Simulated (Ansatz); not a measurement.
# CH₃F₂InSe: single points with varied inputs

Aim: run CH₃F₂InSe under a spread of inputs, and see what each costs and gives.

Method: the settings change from run to run; program: Ansatz 0.2.0, Gaussian basis.

### 1 The relaxed structure

The geometry comes from an earlier relaxation with PBE0-D4 in a triple-zeta def2 set; it is a stationary point, not always the lowest conformer. In takes a core potential in def2 sets; no spin-orbit term is included.

SMILES `C[Se][In]([F])[F]`, 8 atoms, charge 0, spin multiplicity 1.

Atoms are counted from 1 here; the program's logs count them from 0.

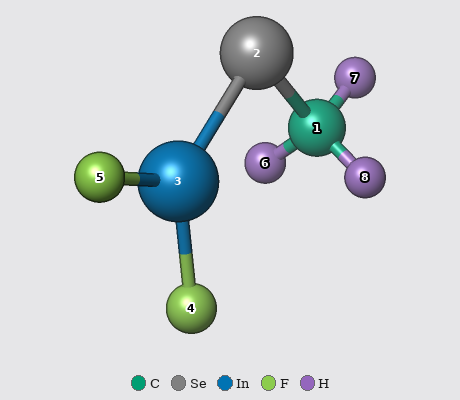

The geometry (carbon teal, selenium grey, indium blue, fluorine green, hydrogen purple); atoms are numbered from 1 in the order of the file.

### 2 CCSD/def2-mTZVP

This run has atoms shaken by 0.15 Å.

in.yaml

```yaml
crystal:
  periodic: [false, false, false]
  atoms:
    - {symbol: C, position_ang: [-0.602307, -1.088209, 1.250165]}
    - {symbol: Se, position_ang: [0.338300, 0.657826, 0.960510]}
    - {symbol: In, position_ang: [0.380765, 1.025296, -1.217512]}
    - {symbol: F, position_ang: [-0.367937, -0.036725, -2.324144]}
    - {symbol: F, position_ang: [2.411923, 2.167918, -2.332117]}
    - {symbol: H, position_ang: [-0.506882, -1.762300, 0.467915]}
    - {symbol: H, position_ang: [-1.060311, -0.948295, 2.176360]}
    - {symbol: H, position_ang: [-1.629412, -0.200769, 0.789054]}
basis:
  gaussian: {orbitals: def2-mTZVP}
hamiltonian: {xc: {name: HF}}
correlation: {method: ccsd}
```

Run with:

```console
> ansatz run in.yaml --threads 4 --pin off --events-out ev --progress --plain --max-ram 10444MiB
```

Log, shortened:

```text
Functional definition: HF
  name "HF"
  cite "Fock, Z. Phys. 61, 126 (1930) doi:10.1007/BF01340294"
  parent pbe
[...]
1337 factors; integrals over basis functions are off by at most 9.7e-4 eV
[...]
mean field -76939.48926432 eV, -2827.4740790049 hartree, gradient 4.4e-6 eV, S^2 0.000000; 0 other end points of the search recorded, 0 dependent functions left out
16 core orbitals not correlated: weight in the atoms' cores, before any rotation towards them, 1.000 or more for the frozen orbitals, at most 0.000 for the correlated occupied ones
reference -76939.48926432 eV, -2827.4740790049 hartree; 25, 25 occupied and 97, 97 virtual orbitals, 1337 factors
second order -24.33757776 eV of doubles, -0.00000000 eV of singles
cycle   1  -23.69910344 eV  change    6.4e-1 eV  update   1.7e-1
[...]
cycle  13  -24.67902024 eV  change   -2.6e-5 eV  update   1.9e-5
Total energy: -76964.16828457 eV, -2828.3810162708 hartree
```

Wall time 14 s (4 threads of Intel Xeon Platinum 8259CL at 2.50GHz, shared host); peak memory 1.1 GiB.

T1 0.018.

### 3 RPA/def2-SVP

Set apart from the defaults: relativity set to none, correlated electrons set to all, the search for lower states set to full.

in.yaml

```yaml
crystal:
  periodic: [false, false, false]
  atoms:
    - {symbol: C, position_ang: [-0.627431, -0.763226, 1.174392]}
    - {symbol: Se, position_ang: [0.749043, 0.639750, 1.173600]}
    - {symbol: In, position_ang: [0.842864, 0.991520, -1.254692]}
    - {symbol: F, position_ang: [-0.291237, -0.049456, -2.440376]}
    - {symbol: F, position_ang: [1.938161, 2.223659, -2.263831]}
    - {symbol: H, position_ang: [-0.286794, -1.636190, 0.625140]}
    - {symbol: H, position_ang: [-0.765298, -1.018601, 2.223795]}
    - {symbol: H, position_ang: [-1.559309, -0.387455, 0.761951]}
basis:
  gaussian: {orbitals: def2-SVP}
hamiltonian: {xc: {name: HSE06}, pseudopotentials: {relativity: none}}
correlation: {method: rpa, electrons: all}
scf: {lower_state_search: full}
```

Launched as before.

Log, shortened:

```text
Functional definition: HSE06
  name "HSE06"
  cite "Heyd, Scuseria & Ernzerhof, J. Chem. Phys. 118, 8207 (2003) doi:10.1063/1.1564060"
  cite "Krukau, Vydrov, Izmaylov & Scuseria, J. Chem. Phys. 125, 224106 (2006) doi:10.1063/1.2404663"
  cite "Heyd & Scuseria, J. Chem. Phys. 120, 7274 (2004) doi:10.1063/1.1668634"
  cite "Ernzerhof & Perdew, J. Chem. Phys. 109, 3313 (1998) doi:10.1063/1.476928"
  cite "Perdew, Burke & Ernzerhof, Phys. Rev. Lett. 77, 3865 (1996) doi:10.1103/PhysRevLett.77.3865"
  parent pbe
[...]
  # The whole range is PBE's own exchange, as in plane waves. The composition of these papers is wPBEh.
[...]
1203 factors; integrals over basis functions are off by at most 1.0e-3 eV
92 factors; integrals over basis functions are off by at most 3.1e-7 eV
[...]
mean field -77017.78406667 eV, -2830.3513599212 hartree, gradient 3.9e-6 eV, S^2 0.000000; 0 other end points of the search recorded, 0 dependent functions left out
reference -76929.32355621 eV, -2827.1004961225 hartree; 41, 41 occupied and 74, 74 virtual orbitals, 1203 factors
Total energy: -76963.14949951 eV, -2828.3435766106 hartree
```

Run time: 3.5 s. Hardware: 4 threads of Intel Xeon Platinum 8259CL at 2.50GHz, shared host.

### 4 PBE-QIDH/x2c-TZVPPall

Options: a grid of angular degree 47.

Changes to in.yaml since step 3:

```diff
@@ -12,5 +12,3 @@
 basis:
-  gaussian: {orbitals: def2-SVP}
-hamiltonian: {xc: {name: HSE06}, pseudopotentials: {relativity: none}}
-correlation: {method: rpa, electrons: all}
-scf: {lower_state_search: full}
+  gaussian: {orbitals: x2c-TZVPPall, final_grid: {core_spheres: 20, valence_spheres: 16, degree: 47}}
+hamiltonian: {xc: {name: PBE-QIDH}}
```

Launched as before.

Log, shortened:

```text
Functional definition: PBE-QIDH
  name "PBE-QIDH"
  cite "Brémond, Sancho-García, Pérez-Jiménez & Adamo, J. Chem. Phys. 141, 031101 (2014) doi:10.1063/1.4890314"
  cite "Perdew, Burke & Ernzerhof, Phys. Rev. Lett. 77, 3865 (1996) doi:10.1103/PhysRevLett.77.3865"
[...]
1742 factors; integrals over basis functions are off by at most 9.6e-4 eV
[...]
mean field -232619.36939660 eV, -8548.6041502534 hartree, gradient 4.9e-6 eV, S^2 0.000000; 0 other end points of the search recorded, 0 dependent functions left out
30 core orbitals not correlated: weight in the atoms' cores, before any rotation towards them, 1.000 or more for the frozen orbitals, at most 0.000 for the correlated occupied ones
reference -232619.36940951 eV, -8548.6041507277 hartree; 25, 25 occupied and 188, 188 virtual orbitals, 1742 factors
second order -38.11574224 eV of doubles, -0.00000000 eV of singles
Total energy: -232632.07465692 eV, -8549.0710599582 hartree
Relativity: scalar
```

Run time: 12 s. Hardware: 4 threads of Intel Xeon Platinum 8259CL at 2.50GHz, shared host; peak memory 0.84 GiB.

### 5 RPBE/def2-mTZVP

Options: charge -1, multiplicity 2, coordinates scaled by 1.12, D3(BJ) dispersion, high accuracy.

in.yaml

```yaml
crystal:
  periodic: [false, false, false]
  atoms:
    - {symbol: C, position_ang: [-0.702723, -0.854814, 1.315319]}
    - {symbol: Se, position_ang: [0.838929, 0.716519, 1.314433]}
    - {symbol: In, position_ang: [0.944008, 1.110503, -1.405255]}
    - {symbol: F, position_ang: [-0.326186, -0.055391, -2.733221]}
    - {symbol: F, position_ang: [2.170741, 2.490498, -2.535490]}
    - {symbol: H, position_ang: [-0.321209, -1.832533, 0.700157]}
    - {symbol: H, position_ang: [-0.857134, -1.140833, 2.490650]}
    - {symbol: H, position_ang: [-1.746426, -0.433950, 0.853385]}
basis:
  gaussian: {orbitals: def2-mTZVP}
total_charge: -1
magnetization: {spin_polarized: true, initial_magnetization: 1}
hamiltonian: {xc: {name: RPBE}, dispersion: d3bj}
accuracy: high
```

The command is unchanged.

Log:

```text
Functional definition: RPBE
  name "RPBE"
  cite "Hammer, Hansen & Nørskov, Phys. Rev. B 59, 7413 (1999) doi:10.1103/PhysRevB.59.7413"
  cite "Perdew, Burke & Ernzerhof, Phys. Rev. Lett. 77, 3865 (1996) doi:10.1103/PhysRevLett.77.3865"
  parameter kappa = 0.804
  parameter beta = 0.06672455060314922
  exchange = rpbe_x(kappa = kappa, mu = beta*pi^2/3)
  correlation = pbe_c(beta = beta)
2737 factors; integrals over basis functions are off by at most 2.0e-8 eV
mean field evaluation 1: about -77042.8798 eV, gradient 2.9e1 eV
mean field evaluation 2: about -77024.3095 eV, gradient 7.0e1 eV
mean field evaluation 4: about -77046.3965 eV, gradient 6.3e0 eV
mean field evaluation 8: about -77046.5769 eV, gradient 2.3e-1 eV
mean field evaluation 16: about -77046.5771 eV, gradient 9.2e-5 eV
mean field evaluation 32: about -77046.4542 eV, gradient 4.1e0 eV
mean field -77046.57713503 eV, -2831.4094856666 hartree, gradient 4.7e-8 eV, S^2 0.751485; 1 other end points of the search recorded, 0 dependent functions left out
reference -77046.57714044 eV, -2831.4094858655 hartree; 42, 41 occupied and 96, 97 virtual orbitals, 2737 factors
Total energy: -77047.67130439 eV, -2831.4496956489 hartree
```

It took 7 s on 4 threads of Intel Xeon Platinum 8259CL at 2.50GHz, shared host; peak memory 0.55 GiB.

⟨S²⟩ 0.751.

### 6 HSE06/def2-TZVPP

This run has atoms shaken by 0.03 Å, D4 dispersion.

in.yaml

```yaml
crystal:
  periodic: [false, false, false]
  atoms:
    - {symbol: C, position_ang: [-0.653991, -0.718713, 1.203282]}
    - {symbol: Se, position_ang: [0.663577, 0.679046, 1.160022]}
    - {symbol: In, position_ang: [0.831298, 1.043727, -1.232448]}
    - {symbol: F, position_ang: [-0.272792, -0.040610, -2.423491]}
    - {symbol: F, position_ang: [1.950649, 2.193480, -2.323293]}
    - {symbol: H, position_ang: [-0.281992, -1.627980, 0.660788]}
    - {symbol: H, position_ang: [-0.815695, -1.015025, 2.189904]}
    - {symbol: H, position_ang: [-1.535121, -0.346604, 0.794408]}
basis:
  gaussian: {orbitals: def2-TZVPP}
hamiltonian: {xc: {name: HSE06}, dispersion: d4}
output: {forces: true}
```

Launched as before.

Log, shortened:

```text
Functional definition: HSE06
  name "HSE06"
  cite "Heyd, Scuseria & Ernzerhof, J. Chem. Phys. 118, 8207 (2003) doi:10.1063/1.1564060"
  cite "Krukau, Vydrov, Izmaylov & Scuseria, J. Chem. Phys. 125, 224106 (2006) doi:10.1063/1.2404663"
  cite "Heyd & Scuseria, J. Chem. Phys. 120, 7274 (2004) doi:10.1063/1.1668634"
  cite "Ernzerhof & Perdew, J. Chem. Phys. 109, 3313 (1998) doi:10.1063/1.476928"
  cite "Perdew, Burke & Ernzerhof, Phys. Rev. Lett. 77, 3865 (1996) doi:10.1103/PhysRevLett.77.3865"
  parent pbe
[...]
  # The whole range is PBE's own exchange, as in plane waves. The composition of these papers is wPBEh.
[...]
1562 factors; their error is unknown
105 factors; integrals over basis functions are off by at most 3.0e-7 eV
[...]
mean field -77034.15775438 eV, -2830.9530818460 hartree, gradient 3.7e-5 eV, S^2 0.000000; 0 other end points of the search recorded, 0 dependent functions left out
[...]
reference -77034.15781731 eV, -2830.9530841584 hartree; 41, 41 occupied and 192, 192 virtual orbitals, 1562 factors
Total energy: -77034.30662963 eV, -2830.9585529106 hartree
Atom 0 at    -0.653991    -0.718713     1.203282 Å, force     1.590575    -1.591275    -1.679516 eV/Å
Atom 1 at     0.663577     0.679046     1.160022 Å, force     0.636364     0.531962     0.675816 eV/Å
Atom 2 at     0.831298     1.043727    -1.232448 Å, force     0.003332    -0.071736    -0.652215 eV/Å
Atom 3 at    -0.272792    -0.040610    -2.423491 Å, force     0.057062     0.084129     0.094897 eV/Å
Atom 4 at     1.950649     2.193480    -2.323293 Å, force    -0.116687    -0.079746     0.190484 eV/Å
Atom 5 at    -0.281992    -1.627980     0.660788 Å, force    -0.479854     0.941402     0.322718 eV/Å
Atom 6 at    -0.815695    -1.015025     2.189904 Å, force    -0.116182    -0.175994     1.817569 eV/Å
Atom 7 at    -1.535121    -0.346604     0.794408 Å, force    -1.574611     0.361259    -0.769752 eV/Å
Dipole moment:    -0.229326    -0.251844     0.812471 e Å
```

Wall time 5.5 s (4 threads of Intel Xeon Platinum 8259CL at 2.50GHz, shared host); peak memory 0.81 GiB.

Largest force 2.808 eV/Å, dipole 4.23 D.

### 7 PBE0-DH/def2-mTZVP

Set apart from the defaults: multiplicity 3, high accuracy.

in.yaml

```yaml
crystal:
  periodic: [false, false, false]
  atoms:
    - {symbol: C, position_ang: [-0.627431, -0.763226, 1.174392]}
    - {symbol: Se, position_ang: [0.749043, 0.639750, 1.173600]}
    - {symbol: In, position_ang: [0.842864, 0.991520, -1.254692]}
    - {symbol: F, position_ang: [-0.291237, -0.049456, -2.440376]}
    - {symbol: F, position_ang: [1.938161, 2.223659, -2.263831]}
    - {symbol: H, position_ang: [-0.286794, -1.636190, 0.625140]}
    - {symbol: H, position_ang: [-0.765298, -1.018601, 2.223795]}
    - {symbol: H, position_ang: [-1.559309, -0.387455, 0.761951]}
basis:
  gaussian: {orbitals: def2-mTZVP}
magnetization: {spin_polarized: true, initial_magnetization: 2}
hamiltonian: {xc: {name: PBE0-DH}}
accuracy: high
output: {forces: true}
```

Launched as before.

Log, shortened:

```text
Functional definition: PBE0-DH
  name "PBE0-DH"
  cite "Brémond & Adamo, J. Chem. Phys. 135, 024106 (2011) doi:10.1063/1.3604569"
  cite "Perdew, Burke & Ernzerhof, Phys. Rev. Lett. 77, 3865 (1996) doi:10.1103/PhysRevLett.77.3865"
[...]
2741 factors; integrals over basis functions are off by at most 1.7e-8 eV
[...]
mean field -77020.77223213 eV, -2830.4611729762 hartree, gradient 8.4e-8 eV, S^2 2.009401; 4 other end points of the search recorded, 0 dependent functions left out
16 core orbitals not correlated: weight in the atoms' cores, before any rotation towards them, 1.000 or more for the frozen orbitals, at most 0.000 for the correlated occupied ones
reference -77020.77223503 eV, -2830.4611730828 hartree; 26, 24 occupied and 96, 98 virtual orbitals, 2741 factors
second order -29.11864846 eV of doubles, -0.00000000 eV of singles
[...]
Total energy: -77024.41206609 eV, -2830.5949344070 hartree
Atom 0 at    -0.627431    -0.763226     1.174392 Å, force     0.284181     0.206647     0.722185 eV/Å
Atom 1 at     0.749043     0.639750     1.173600 Å, force    -0.542605    -1.014845     4.384164 eV/Å
Atom 2 at     0.842864     0.991520    -1.254692 Å, force     0.100400     0.432855    -3.115601 eV/Å
Atom 3 at    -0.291237    -0.049456    -2.440376 Å, force    -0.850780    -0.804415    -0.672776 eV/Å
Atom 4 at     1.938161     2.223659    -2.263831 Å, force     0.852885     0.943177    -0.636243 eV/Å
Atom 5 at    -0.286794    -1.636190     0.625140 Å, force     0.066605     0.159230    -0.218322 eV/Å
Atom 6 at    -0.765298    -1.018601     2.223795 Å, force    -0.043015    -0.016821    -0.238747 eV/Å
Atom 7 at    -1.559309    -0.387455     0.761951 Å, force     0.132330     0.094172    -0.224659 eV/Å
Dipole moment:    -0.336216    -0.520400     1.685592 e Å
```

Wall time 40 s (4 threads of Intel Xeon Platinum 8259CL at 2.50GHz, shared host); peak memory 1.2 GiB.

Largest force 4.533 eV/Å, dipole 8.63 D, ⟨S²⟩ 2.009.

### 8 B97M-V/def2-SVPD

Changes to in.yaml since step 7:

```diff
@@ -12,6 +12,4 @@
 basis:
-  gaussian: {orbitals: def2-mTZVP}
-magnetization: {spin_polarized: true, initial_magnetization: 2}
-hamiltonian: {xc: {name: PBE0-DH}}
-accuracy: high
+  gaussian: {orbitals: def2-SVPD}
+hamiltonian: {xc: {name: B97M-V}}
 output: {forces: true}
```

The command is unchanged.

Log, shortened:

```text
Functional definition: B97M-V
  name "B97M-V"
  cite "Mardirossian & Head-Gordon, J. Chem. Phys. 142, 074111 (2015) doi:10.1063/1.4907719"
  cite "Becke, J. Chem. Phys. 107, 8554 (1997) doi:10.1063/1.475007"
  cite "Vydrov & Van Voorhis, J. Chem. Phys. 133, 244103 (2010) doi:10.1063/1.3521275"
  # Of w^i u^j: cxij and so on, Table III.
[...]
  gx(w, u) = cx00 + cx01*u + cx02*u^2 + (cx10 + cx11*u)*w
  gss(w, u) = css00 + css02*u^2 + css10*w + (css32*w^3 + css42*w^4)*u^2
  gos(w, u) = cos00 + cos01*u + cos03*u^3 + cos10*w + cos32*w^3*u^2
[...]
      + integral(e_c_pw_mod_opposite_spin*gos(b97_w_opposite, b97_u_opposite)) + vv10(b, c)
1535 factors; their error is unknown
[...]
mean field -77019.04046331 eV, -2830.3975316459 hartree, gradient 6.8e-5 eV, S^2 0.000000; 0 other end points of the search recorded, 0 dependent functions left out
[...]
reference -77019.04055437 eV, -2830.3975349924 hartree; 41, 41 occupied and 122, 122 virtual orbitals, 1535 factors
Total energy: -77019.04055437 eV, -2830.3975349924 hartree
Atom 0 at    -0.627431    -0.763226     1.174392 Å, force     0.173213     0.176035    -0.013799 eV/Å
Atom 1 at     0.749043     0.639750     1.173600 Å, force     0.003926    -0.035444     0.386012 eV/Å
Atom 2 at     0.842864     0.991520    -1.254692 Å, force     0.011397    -0.017143     0.274917 eV/Å
Atom 3 at    -0.291237    -0.049456    -2.440376 Å, force    -0.360500    -0.334115    -0.340989 eV/Å
Atom 4 at     1.938161     2.223659    -2.263831 Å, force     0.362405     0.404213    -0.307901 eV/Å
Atom 5 at    -0.286794    -1.636190     0.625140 Å, force    -0.005275    -0.129869    -0.047122 eV/Å
Atom 6 at    -0.765298    -1.018601     2.223795 Å, force    -0.050330    -0.060935     0.082809 eV/Å
Atom 7 at    -1.559309    -0.387455     0.761951 Å, force    -0.134835    -0.002742    -0.033926 eV/Å
Dipole moment:    -0.211446    -0.296310     0.768474 e Å
```

Run time: 7.5 s. Hardware: 4 threads of Intel Xeon Platinum 8259CL at 2.50GHz, shared host.

Largest force 0.624 eV/Å, dipole 4.08 D.

### 9 BLYP/STO-3G

This run has unrestricted orbitals, high accuracy.

Changes to in.yaml since step 8:

```diff
@@ -12,4 +12,6 @@
 basis:
-  gaussian: {orbitals: def2-SVPD}
-hamiltonian: {xc: {name: B97M-V}}
+  gaussian: {orbitals: STO-3G}
+magnetization: {spin_polarized: true, initial_magnetization: 0}
+hamiltonian: {xc: {name: BLYP}}
+accuracy: high
 output: {forces: true}
```

The command is unchanged.

Log, shortened:

```text
Functional definition: BLYP
  name "BLYP"
  cite "Becke, Phys. Rev. A 38, 3098 (1988) doi:10.1103/PhysRevA.38.3098"
  cite "Lee, Yang & Parr, Phys. Rev. B 37, 785 (1988) doi:10.1103/PhysRevB.37.785"
[...]
1156 factors; integrals over basis functions are off by at most 4.6e-8 eV
[...]
mean field -225737.25340613 eV, -8295.6910524694 hartree, gradient 7.9e-8 eV, S^2 0.000000; 0 other end points of the search recorded, 0 dependent functions left out
[...]
reference -225737.25345294 eV, -8295.6910541895 hartree; 55, 55 occupied and 8, 8 virtual orbitals, 1156 factors
Total energy: -225737.25345294 eV, -8295.6910541895 hartree
Atom 0 at    -0.627431    -0.763226     1.174392 Å, force     0.653614     0.633360     0.275693 eV/Å
Atom 1 at     0.749043     0.639750     1.173600 Å, force     0.397669     0.544407    -1.304665 eV/Å
Atom 2 at     0.842864     0.991520    -1.254692 Å, force     0.057150     0.088853    -0.283482 eV/Å
Atom 3 at    -0.291237    -0.049456    -2.440376 Å, force     0.767728     0.715233     0.707289 eV/Å
Atom 4 at     1.938161     2.223659    -2.263831 Å, force    -0.817001    -0.912689     0.683373 eV/Å
Atom 5 at    -0.286794    -1.636190     0.625140 Å, force     0.051304    -0.738331    -0.365178 eV/Å
Atom 6 at    -0.765298    -1.018601     2.223795 Å, force    -0.335076    -0.403459     0.564400 eV/Å
Atom 7 at    -1.559309    -0.387455     0.761951 Å, force    -0.775388     0.072627    -0.277430 eV/Å
Dipole moment:    -0.108324    -0.097872    -0.118682 e Å
```

Wall time 3.6 s (4 threads of Intel Xeon Platinum 8259CL at 2.50GHz, shared host).

Largest force 1.469 eV/Å, dipole 0.90 D, ⟨S²⟩ 0.000.

### 10 All runs side by side

```
                level  charge  multiplicity  geometry  functions  energy (eV)   time
      CCSD/def2-mTZVP       0             1    shaken        138   -76964.168   14 s
         RPA/def2-SVP       0             1   relaxed        115   -76963.149  3.5 s
PBE-QIDH/x2c-TZVPPall       0             1   relaxed        243  -232632.075   12 s
      RPBE/def2-mTZVP      -1             2    scaled        138   -77047.671    7 s
     HSE06/def2-TZVPP       0             1    shaken        233   -77034.307  5.5 s
   PBE0-DH/def2-mTZVP       0             3   relaxed        138   -77024.412   40 s
     B97M-V/def2-SVPD       0             1   relaxed        163   -77019.041  7.5 s
          BLYP/STO-3G       0             1   relaxed         63  -225737.253  3.6 s
```

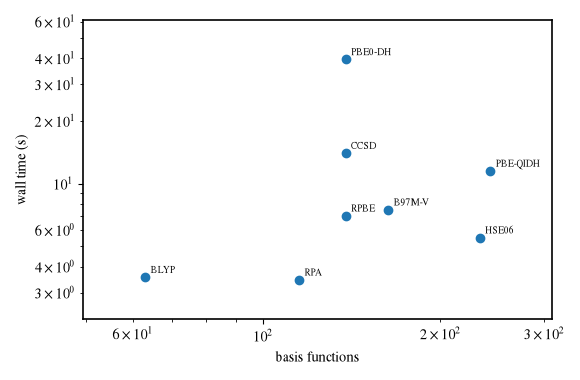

Wall time against the number of basis functions (shared host).

### 11 Summary of results

| quantity | value |
| --- | --- |
| runs | 8 |
| quickest | RPA/def2-SVP, 3.5 s |
| slowest | PBE0-DH/def2-mTZVP, 40 s |
| spread of total energies, same state and geometry | 155668.9 eV |
| dipole, same state and geometry | 0.90 to 4.08 D |

In words: Run time spans a factor of 11, from RPA/def2-SVP to PBE0-DH/def2-mTZVP. The jobs differ in tasks and options as well as level. The totals spread over 155669 eV; they can't be compared across methods or bases. Some of these runs are scalar-relativistic and others not, which shifts the totals of all-electron atoms past neon by eV; core potentials, where a basis has them, take the core out of the total altogether. At the PBE0-D4/def2-TZVP geometry and in the same state, runs without warnings or point charges leave forces up to 1.47 eV/Å (BLYP/STO-3G), against 2.8 eV/Å where the atoms were moved.
